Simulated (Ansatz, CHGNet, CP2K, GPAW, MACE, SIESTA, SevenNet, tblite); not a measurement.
# Which run comes nearest? H-capped GaSb nanowire along [001] (84 atoms)

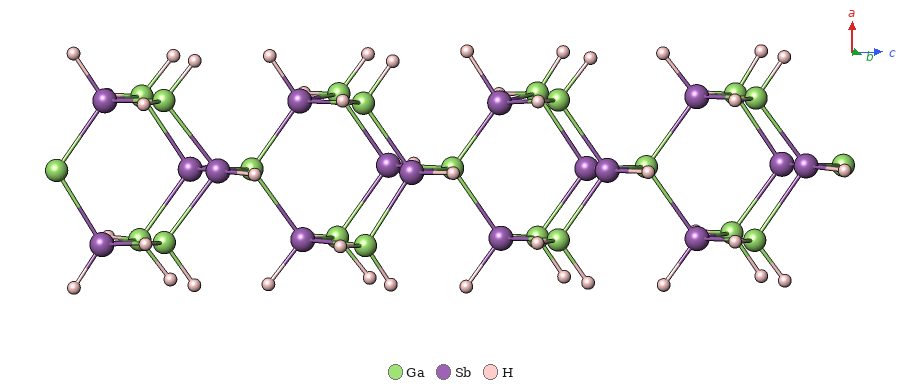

The cell (gallium green, antimony purple, hydrogen pink). Some periodic images of atoms are drawn too.

The cell holds 84 atoms: 20 Ga, 16 Sb and 48 H. Its edges and angles: a = 19.087 Å, b = 19.087 Å, c = 24.384 Å, α = 90.0°, β = 90.0°, γ = 90.0°. It derives from GaSb (zinc-blende). Diamond section of size parameter 4.53 Å cut from zinc-blende GaSb (a = 6.096 Å) along [001], 4 periods, broken bonds capped with H, 12 Å of vacuum. Then every atom was moved at random, 0.05 Å r.m.s. a Cartesian component (hydrogen 0.6 of that). Regions: wire, 36 atoms (20 Ga and 16 Sb); hydrogen, 48 atoms (48 H). Vacuum lies along a and b. The structure repeats along c.

Geometry: as built.

The reference, a calculation:

* method: Kohn-Sham DFT, PBE, PAW, plane waves (Ansatz 0.2.0); cutoff 420 eV, Γ point, fermi-dirac smearing of 0.05 eV; PAW set soft_2
* r.m.s. force component: 0.6708 eV/Å
* longest force: 2.952 eV/Å
* SCF cycles: 15
* time: 1.9 min on 4 threads of Arm Neoverse V2, shared host
* CPU time: 7.5 min

Runs, in no order:
A. SIESTA PBE, TZP, shift 0.01 Ry, mesh 300 Ry: Kohn-Sham DFT, PBE, PseudoDojo 0.4.1 norm-conserving pseudopotentials (converted to PSML), numerical atomic orbitals (TZP), diagonalisation
B. GPAW PBE, LCAO dzp, h 0.2 Å: Kohn-Sham DFT, PBE, PAW, atomic orbitals (dzp)
C. SIESTA PBE, SZ, shift 0.01 Ry, mesh 300 Ry: Kohn-Sham DFT, PBE, PseudoDojo 0.4.1 norm-conserving pseudopotentials (converted to PSML), numerical atomic orbitals (SZ), diagonalisation
D. MACE MP-0b3 medium potential: machine-learned interatomic potential MACE MP-0b3 medium, trained on PBE(+U) plane-wave data
E. GPAW PBE, LCAO szp(dzp), h 0.2 Å: Kohn-Sham DFT, PBE, PAW, atomic orbitals (szp(dzp))

Q: Order them from the smallest to the largest r.m.s. force difference.

A, D, B, E, C.

```
                                           run  Δ force, r.m.s. (meV/Å)  share of r.m.s. force (%)  CPU time
A. SIESTA PBE, TZP, shift 0.01 Ry, mesh 300 Ry                     67.2                       10.0   5.5 min
               D. MACE MP-0b3 medium potential                      230                       34.3     6.6 s
                B. GPAW PBE, LCAO dzp, h 0.2 Å                      328                       48.9   3.1 min
           E. GPAW PBE, LCAO szp(dzp), h 0.2 Å                      515                       76.7   2.4 min
 C. SIESTA PBE, SZ, shift 0.01 Ry, mesh 300 Ry                      730                        109   2.3 min
```

Machine-learned potentials mimic data converged in k, so the reference's own k-point error enters their differences. Caps of real hydrogen don't mimic the fractional bonds of a polar compound, so surface states and strained caps may belong to the model. The electronic-structure runs sample only Γ, in a cell whose periodic width is 24 Å.

[Logs are printed without paths, hosts, clocks, repeated set-up lines and the standing remarks that a program may print on its own settings, such as how far it seeks lower states.]

[Hosts, paths, dates, database ids (printed as entryN), source tags and the programs' standing remarks are cut or masked in the printed files.]
